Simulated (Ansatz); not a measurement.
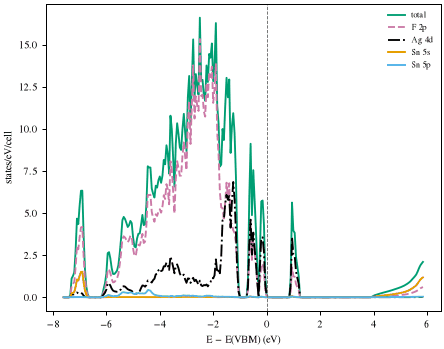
Figure. Total and projected density of states of AgSnF6 in space group P-1 (No. 2; Pearson symbol aP8), r²SCAN in the plane-wave PAW code Ansatz

Question: Which orbitals carry the states next to the gap?

Answer: Top 1 eV of the valence band: Ag 4d 55 %, F 2p 42 %. Bottom 1 eV of the conduction band: Ag 4d 64 %, F 2p 32 %. Projections are on Löwdin-orthogonalised atomic valence shells; empty p or d shells of many metals are not among them.

Question: Where is the tallest occupied peak in this window, and what makes it?

Answer: Near -2.5 eV, about 17 states/eV per cell; the largest projected share is F 2p.

The first step of the workflow began from a Materials Project structure, measured or hypothetical; the Crystallography Open Database files this formula in space group No. 2, but the cells were not matched. Whether it is the stable phase at ambient conditions was not checked. Symmetry was held in the r²SCAN relaxation; whether a distortion lowers the energy is not shown. Magnetic state: ferromagnetic, chosen from 3 collinear starts compared on coarse meshes (ties went to the first, and starts can fall back to one state), not a proven ground state. Other orbital occupations within this spin state were not tried. No Hubbard U is applied. Scalar-relativistic: spin–orbit coupling is off unless named, which matters more the heavier the elements.

Potentials: the later of the program's two PAW sets.
